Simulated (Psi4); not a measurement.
**triplet AlClF2: levels of theory compared**

Wanted: a comparison of 3 runs (UB3LYP/6-31G*, U-wB97X-V/def2-SVPD, UTPSSh/def2-SVPD) of triplet AlClF2. 

Program for the calculation: Psi4 1.11.

### Step 1. The system as given

AlClF2: 4 atoms, total charge 0, spin state triplet. SMILES of the parent species: `[F][Al]([F])[Cl]`. The coordinates come from a PBE0-D4/def2-TZVP relaxation. That shape belongs to the parent species and isn't relaxed for this state.

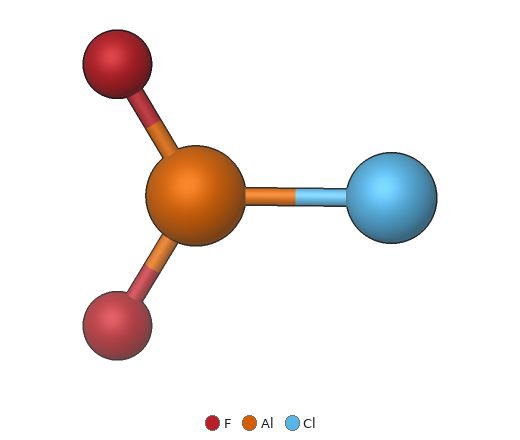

Viewed from a chosen angle; fluorine red, aluminium orange, chlorine blue.

### Step 2. A single-point energy at UB3LYP/6-31G(d) (spherical functions) (run 1)

alclf2.xyz reads:

```xyz
4
AlClF2
F      0.997200     0.721760     1.149640
Al     0.069280    -0.050750     0.053570
F      0.273490    -1.653820    -0.164660
Cl    -1.339980     0.982810    -1.038560
```

calc.py reads:

```python
import psi4

psi4.set_memory(2200000000)
psi4.set_num_threads(1)
psi4.set_output_file('alclf2.out', False)

with open('alclf2.xyz') as f:
    atoms = ''.join(f.readlines()[2:])
m = psi4.geometry('0 3\n' + atoms + 'symmetry c1')

psi4.set_options({
    'basis': '6-31G*',
    'reference': 'uks',
    'puream': True,
    'e_convergence': 1e-09,
    'd_convergence': 1e-08,
    'scf_type': 'pk',
    'dft_radial_points': 99,
    'dft_spherical_points': 590,
    'maxiter': 100,
})

e = psi4.energy("b3lyp")
print(f'total energy {e:.8f} hartree = {e * 27.211386:.5f} eV')
```

Launch:

```sh
$ python calc.py
```

alclf2.out:

```text
[...]
  Running in c1 symmetry.
[...]
  Nuclear repulsion =  198.347935170660406
[...]
  Multiplicity = 3
[...]
  Nalpha       = 25
  Nbeta        = 23
[...]
    Number of basis functions: 64
[...]
   @UKS iter   1:  -902.05982900744050   -1.79049e-01   1.09292e-02 DIIS/ADIIS
[...]
   @UKS iter  16:  -902.26175419759056   -1.59162e-12   5.68039e-09 DIIS
[...]
   @S^2 Observed:                2.004120750E+00
[...]
  @UKS Final Energy:  -902.26175419759056
   => Energetics <=
    Nuclear Repulsion Energy =            198.3479351706604064
    One-Electron Energy =               -1646.0484420492298341
    Two-Electron Energy =                 600.2454051072974153
    DFT Exchange-Correlation Energy =     -54.8066524263184576
    Empirical Dispersion Energy =           0.0000000000000000
    VV10 Nonlocal Energy =                  0.0000000000000000
    Total Energy =                       -902.2617541975905624
[...]
 Multipole Moments:
 ------------------------------------------------------------------------------------
     Multipole            Electronic (a.u.)      Nuclear  (a.u.)        Total (a.u.)
 ------------------------------------------------------------------------------------
 L = 1.  Multiply by 2.5417464519 to convert [e a0] to [Debye]
 Dipole X            :         -0.0053475           -0.8142203           -0.8195678
 Dipole Y            :          0.0034166            0.5972125            0.6006291
 Dipole Z            :         -0.0032197           -0.6311056           -0.6343252
 Magnitude           :                                                    1.1978377
[...]
```

The script printed:

```text
total energy -902.26175420 hartree = -24551.79287 eV
```

Wall time 28 s (1 thread of Intel Xeon at 2.50GHz (Skylake/Cascade Lake), shared host); peak memory 0.57 GiB.

### Step 3. A single-point energy at U-wB97X-V/def2-SVPD (run 2)

alclf2.xyz is that of step 2.

calc.py reads:

```python
import psi4

psi4.set_memory(2200000000)
psi4.set_num_threads(1)
psi4.core.set_output_file('alclf2.out', False)

with open('alclf2.xyz') as f:
    atoms = ''.join(f.readlines()[2:])
m = psi4.geometry('0 3\n' + atoms + 'symmetry c1\nno_reorient\nno_com')

psi4.set_options({
    'basis': 'def2-SVPD',
    'reference': 'uks',
    'puream': True,
    'e_convergence': 1e-09,
    'd_convergence': 1e-08,
    'scf_type': 'pk',
    'dft_radial_points': 99,
    'dft_spherical_points': 590,
    'maxiter': 100,
})

E = psi4.energy("WB97X-V")
print(f'total energy {E:.8f} hartree = {E * 27.211386:.5f} eV')
```

Launch:

```sh
$ python calc.py
```

alclf2.out:

```text
[...]
  Running in c1 symmetry.
[...]
  Nuclear repulsion =  198.347935170660406
[...]
  Multiplicity = 3
[...]
  Nalpha       = 25
  Nbeta        = 23
[...]
    Number of basis functions: 97
[...]
   @UKS iter   1:  -901.54223492728306   -3.68510e-01   6.93703e-03 DIIS/ADIIS
[...]
   @UKS iter  15:  -901.72650620563320   -4.77485e-11   7.94428e-09 DIIS
[...]
   @S^2 Observed:                2.003615674E+00
[...]
  @UKS Final Energy:  -901.72650620563320
   => Energetics <=
    Nuclear Repulsion Energy =            198.3479351706604064
    One-Electron Energy =               -1644.3021677380302208
    Two-Electron Energy =                 594.4552053371941156
    DFT Exchange-Correlation Energy =     -50.4284397948229355
    Empirical Dispersion Energy =           0.0000000000000000
    VV10 Nonlocal Energy =                  0.2009608193655468
    Total Energy =                       -901.7265062056331999
[...]
 Multipole Moments:
 ------------------------------------------------------------------------------------
     Multipole            Electronic (a.u.)      Nuclear  (a.u.)        Total (a.u.)
 ------------------------------------------------------------------------------------
 L = 1.  Multiply by 2.5417464519 to convert [e a0] to [Debye]
 Dipole X            :         18.3518227          -19.7340509           -1.3822281
 Dipole Y            :        -13.4614310           14.4743195            1.0128885
 Dipole Z            :         14.2263253          -15.2959913           -1.0696660
 Magnitude           :                                                    2.0200701
[...]
```

Standard output:

```text
total energy -901.72650621 hartree = -24537.22803 eV
```

It took 1.8 min on 1 thread of Intel Xeon at 2.50GHz (Skylake/Cascade Lake), shared host; peak memory 0.99 GiB.

### Step 4. Energy and forces at UTPSSh/def2-SVPD (run 3)

calc.in reads:

```
memory 2200 MB

molecule {
  0 3
  F      0.997200     0.721760     1.149640
  Al     0.069280    -0.050750     0.053570
  F      0.273490    -1.653820    -0.164660
  Cl    -1.339980     0.982810    -1.038560
  symmetry c1
}

set {
  basis                def2-SVPD
  reference            uks
  puream               true
  e_convergence        1e-09
  d_convergence        1e-08
  scf_type             pk
  dft_radial_points    99
  dft_spherical_points 590
  maxiter              100
}

e, wfn = gradient("tpssh", return_wfn=True)
oeprop(wfn, "WIBERG_LOWDIN_INDICES", "MULLIKEN_CHARGES", "QUADRUPOLE", title="TPSSH")
```

Launch:

```sh
$ psi4 -n 1 calc.in calc.out
```

calc.out:

```text
[...]
  Running in c1 symmetry.
[...]
  Nuclear repulsion =  198.347935170660406
[...]
  Multiplicity = 3
[...]
  Nalpha       = 25
  Nbeta        = 23
[...]
    Number of basis functions: 97
[...]
   @UKS iter   1:  -901.70146682550069   -5.28074e-02   7.74213e-03 ADIIS/DIIS
[...]
   @UKS iter  15:  -901.93791568428389   -1.59162e-12   6.42000e-09 DIIS
[...]
   @S^2 Observed:                2.004516497E+00
[...]
  @UKS Final Energy:  -901.93791568428389
   => Energetics <=
    Nuclear Repulsion Energy =            198.3479351706604064
    One-Electron Energy =               -1644.5311592514910899
    Two-Electron Energy =                 605.5140444468372607
    DFT Exchange-Correlation Energy =     -61.2687360502904212
    Empirical Dispersion Energy =           0.0000000000000000
    VV10 Nonlocal Energy =                  0.0000000000000000
    Total Energy =                       -901.9379156842838938
[...]
  -Total Gradient:
     Atom            X                  Y                   Z
    ------   -----------------  -----------------  -----------------
       1       -0.027850028318    -0.028940566207    -0.034420078489
       2       -0.028006565593     0.020487791367    -0.021613619231
       3       -0.003255942518     0.051794306559     0.010245453460
       4        0.059071553126    -0.043311234415     0.045756050991
[...]
  Mulliken Charges: (a.u.)
   Center  Symbol    Alpha    Beta     Spin     Total
       1     F     4.75229  4.66861  0.08368 -0.42090
       2    AL     6.69744  5.48826  1.20918  0.81431
       3     F     4.75229  4.66862  0.08367 -0.42090
       4    CL     8.79799  8.17452  0.62347  0.02750
   Total alpha = 25.00000, Total beta = 23.00000, Total charge = -0.00000
  Wiberg Bond Indices using Orthogonal Lowdin Orbitals:
  Total Bond Index:
  Irrep: 1 Size: 4 x 4
[...]
```

Run time: 2.2 min. Hardware: 1 thread of Intel Xeon at 2.50GHz (Skylake/Cascade Lake), shared host; peak memory 1 GiB.

### Step 5. Overview of the runs

| run | level | task | energy (Eh) | dipole moment (D) | HOMO energy (eV) | ⟨S²⟩ | wall time |
| --- | --- | --- | --- | --- | --- | --- | --- |
| 1 | UB3LYP/6-31G* (spherical functions) | energy | -902.261754 | 3.04 | -3.26 | 2.004 | 28 s |
| 2 | U-wB97X-V/def2-SVPD | energy | -901.726506 | 5.13 | -5.39 | 2.004 | 1.8 min |
| 3 | UTPSSh/def2-SVPD | gradient | -901.937916 | 3.21 | -3.34 | 2.005 | 2.2 min |

### Step 6. Outcome

```
                                 quantity          value
                      run 3: total energy  -901.93792 Eh
                     run 3: dipole moment         3.21 D
run 3: HOMO energy (highest over α and β)       -3.34 eV
                              run 3: ⟨S²⟩          2.005
          run 3: largest force on an atom     4.441 eV/Å
```

**Reading.** The dipole moment (its size) runs from 3.04 D (UB3LYP/6-31G*) to 5.13 D (U-wB97X-V/def2-SVPD). The two ends differ in method and basis. Totals of different functionals can't be ranked against each other. All runs together took 4.5 min, the longest 2.2 min.
